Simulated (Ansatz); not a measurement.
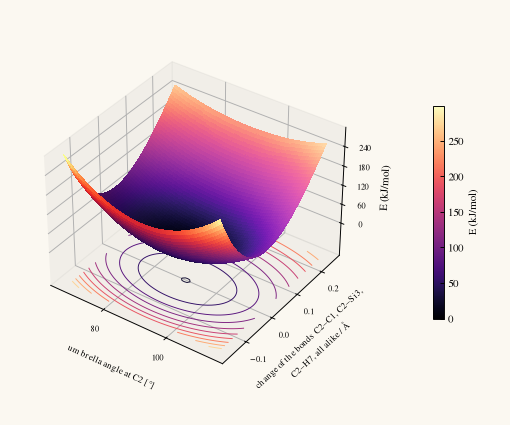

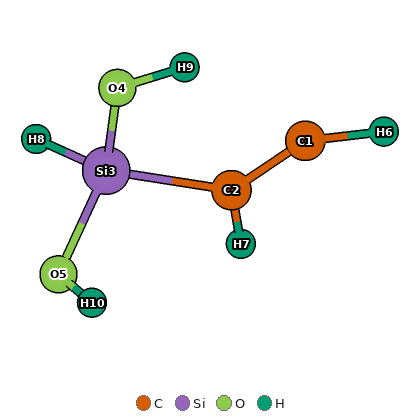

Energy landscape of C₂H₅O₂Si, SMILES [CH]=C[SiH](O)O, spin multiplicity 2. The first coordinate is: umbrella angle at C2 (between each of its bonds and their common axis; 90 is planar); the second: change of the bonds C2–C1, C2–Si3, C2–H7, all alike. Nothing is relaxed (all other coordinates rigid). The scan uses a 9 × 9 grid. Points are written as (first, second). Energies: kJ/mol, counted from the lowest grid point. All numbers below come from Ansatz 0.2.0, UKS PBE-D4/def2-SVP.

In the figure: a relief with its contours projected below, any walls above the top of the colour scale cut off. Between grid points the surface is interpolated. The second picture is the structure at the lowest point.

Describe this landscape.

The lowest grid point is at (90°, −0.007 Å). It is the only kind of minimum in the scanned range. The highest grid point, (114°, −0.159 Å), lies 299 kJ/mol above the lowest. Round the minimum the two coordinates are nearly uncoupled.

The values on the grid:

```tsv
second ↓, first →	66	72	78	84	90	96	102	108	114
0.245	256	238	226	219	216	218	224	236	255
0.195	198	176	161	152	149	151	159	174	197
0.144	146	121	103	92	88	91	102	119	146
0.094	108	78	58	45	41	45	56	77	107
0.043	85	52	28	14	9	13	27	51	85
−0.007	84	47	21	5	0	5	20	46	84
−0.058	113	72	44	26	20	26	43	72	114
−0.108	180	135	103	85	78	84	103	135	180
−0.159	298	249	215	195	188	194	214	249	299
```

Each point was launched as `ansatz run input.yaml --threads 1 --pin off --max-ram 2560MiB --backend cpu --events-out ev --progress --plain --runs-dir out`. Time for the 81 points that were run: 12 min on 1 thread of Arm Neoverse V2, on a shared host.
